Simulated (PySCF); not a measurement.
System: C₆H₈NSi (doublet).

```xyz
16

C    -2.4870   -0.7345   -0.9106
C    -1.4277   -0.2066   -1.0879
C    -0.1497    0.4439   -1.2799
C     0.5231    0.8232    0.0450
C    -0.2869    1.6133    0.9445
Si    0.8934   -0.7543    1.1393
C     1.9262   -1.9009    0.0929
N     2.5561   -2.5331   -0.6299
H    -3.4145   -1.2042   -0.7718
H     0.5057   -0.2229   -1.8495
H    -0.3076    1.3535   -1.8703
H     1.4836    1.3019   -0.1616
H     0.1616    2.2970    1.6386
H    -1.3541    1.5055    0.9474
H     1.7177   -0.3309    2.2698
H    -0.3475   -1.4418    1.4726
```

Geometry: GFN2-xTB.

Method: UKS B3LYP, pcH-1 on C H N Si, non-relativistic, mean-field spin-orbit, GIAO (PySCF).

What will maps of the electron density, electron localisation function and spin density show?

C–N (1.15 Å): ρ is about 3.6 e/Å³ halfway; the ELF peaks at about 0.85 between the atoms; a short, multiple covalent bond.
C–Si (1.86 Å): ρ is about 0.89 e/Å³ halfway; the ELF peaks at about 1 between the atoms, as expected for localised, covalent bonding.
C–Si (1.96 Å): ρ at the midpoint is about 0.84 e/Å³; the ELF peaks at about 0.95 between the atoms; a covalent bond.
The unpaired spin (1 electron) lies mostly on C5 (about 0.7) and Si6 (about 0.1), in electrons by Hirshfeld's partition.

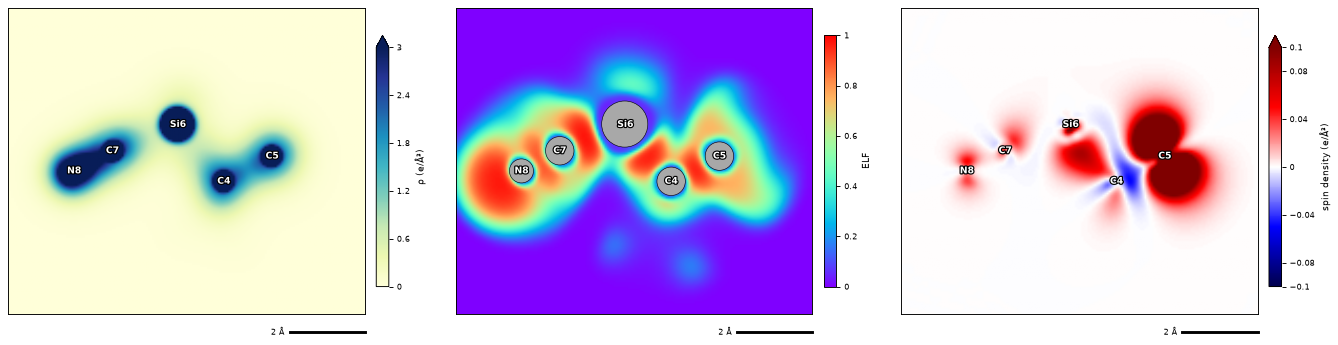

Computed electron density, electron localisation function and spin density on the plane of atoms C5, C4 and Si6, in this order. Grey discs cover the atomic cores in the ELF map. 
